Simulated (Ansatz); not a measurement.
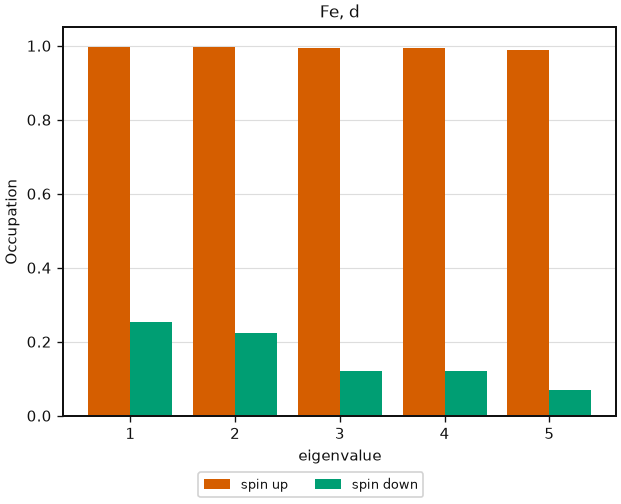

Eigenvalues of the local occupation matrix of the d shell (Löwdin-orthogonalised atomic projectors).

Structure: FeMoBrO4, space group P4/nmm (No. 129), 14 atoms in the cell.

Computed with Ansatz: DFT with PBE, PAW plane waves, Ueff = 6.46 eV on Fe d, spin-polarised, 3×3×4 k mesh, 420 eV cutoff.

Question: What configuration do these occupations show?

Answer: Counting eigenvalues over 0.6 as filled, Fe has 5 filled d states (d⁵), 5 up and 0 down, high spin; the eigenvalues sum to 5.8. The small eigenvalues come from mixing with neighbours' orbitals.

The structure was built from a prototype or by substitution, so it need not be a known phase. The atoms aren't at rest in this cell (largest force 1.1 eV/Å), so the relaxed material can differ.
